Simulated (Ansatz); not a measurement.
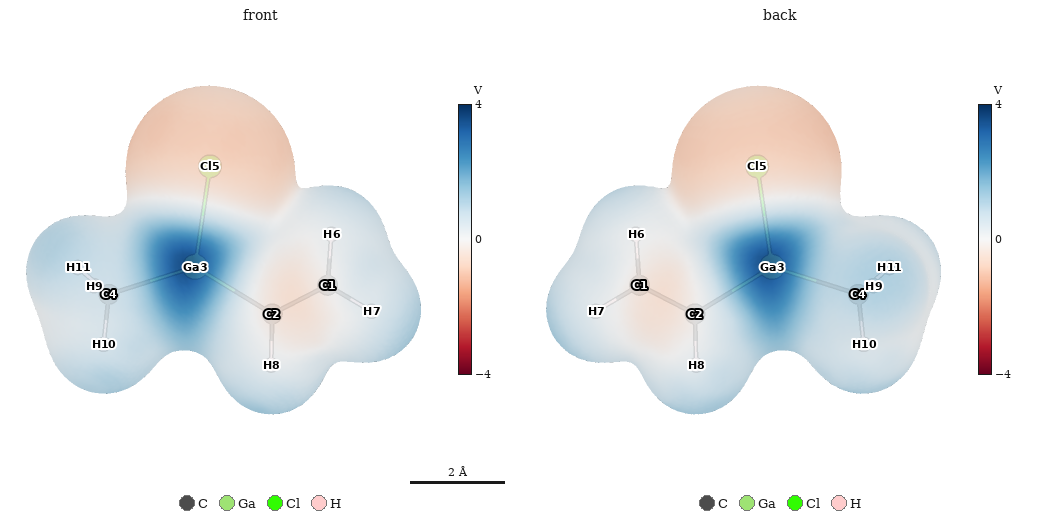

C3H6ClGa. The molecular electrostatic potential painted on the density surface at 0.004 e/bohr³, seen from the front and from behind; red is negative and blue positive.

Level of theory: RKS PBE0/def2-SVP in Ansatz.

```tsv
atom	x (Å)	y (Å)	z (Å)
C	-1.7720	0.7689	-1.4769
C	-1.1930	-0.1465	-0.6885
Ga	0.4982	0.2002	0.2047
C	1.5672	-0.9027	1.4102
Cl	1.2920	2.1793	-0.2366
H	-1.3129	1.7503	-1.6471
H	-2.7266	0.5852	-1.9866
H	-1.6951	-1.1135	-0.5509
H	1.4787	-0.5125	2.4365
H	1.2341	-1.9507	1.4062
H	2.6295	-0.8580	1.1291
```

> Which sites attract a positive test charge, and which a negative one?

A positive charge is drawn to the negative regions and a negative charge to the positive ones. The most negative region (about −1.0 V, or −23 kcal/mol for a unit charge) lies over Cl5, the most positive (about +3.4 V, or +78 kcal/mol for a unit charge) over Ga3.
